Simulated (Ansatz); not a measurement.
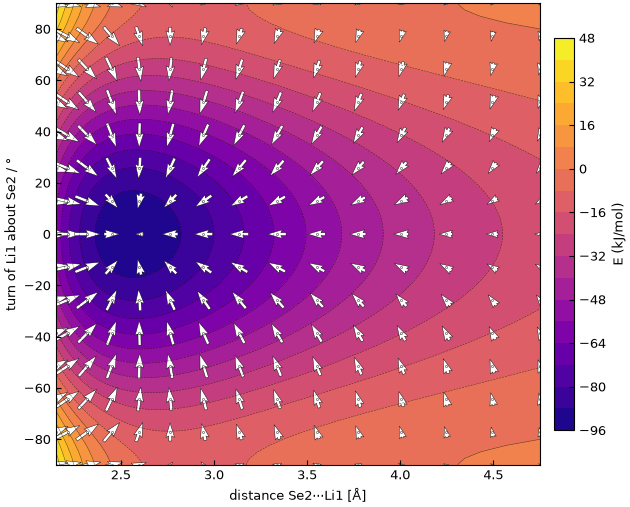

Energy landscape of H₂LiSe, charge +1. The turn is about an axis along (−0.94, −0.04, −0.35) in the frame of the relaxed pair, normal to the line between the partners. The first coordinate is: distance Se2···Li1; the second: turn of Li1 about Se2. The grid has 15 × 15 points; 120 points were computed and 105 follow by symmetry. Points are written as (first, second). All energies are given in kJ/mol relative to the ion and the molecule far apart, frozen as in the relaxed pair, each in its own basis (no counterpoise correction). These are results of RHF-MP2, frozen core/def2-TZVPD in Ansatz 0.2.0, not measurements.

Drawn: filled contours, dots at the grid points, arrows along the force (downhill), their lengths compressed. Between grid points the surface is interpolated. 

Summarise what can be read from the map.

Answer. The lowest grid point is at (2.600 Å, 0.0°), −94 kJ/mol from the ion and the molecule far apart, frozen as in the relaxed pair, each in its own basis (no counterpoise correction). No other kind of well shows on this grid. The highest grid point, (2.150 Å, −90.0°), lies 139 kJ/mol above the lowest. Round the minimum the two coordinates are nearly uncoupled.

The input of one point:

```yaml
crystal:
  periodic: [false, false, false]
  atoms:
    - { symbol: Li, position_ang: [0.238569, -0.093908, -2.086698] }
    - { symbol: Se, position_ang: [-0.663335, 0.001264, 0.350003] }
    - { symbol: H, position_ang: [0.24387, -1.005513, 0.899578] }
    - { symbol: H, position_ang: [0.194912, 1.096779, 0.799351] }
total_charge: 1
basis:
  gaussian: { orbitals: def2-TZVPD }
hamiltonian:
  xc: hf
output:
  forces: true
correlation:
  method: mp2
```

Time for the 120 points that were run: 4.2 min on 1 thread of Arm Neoverse V2, with other jobs on the host.
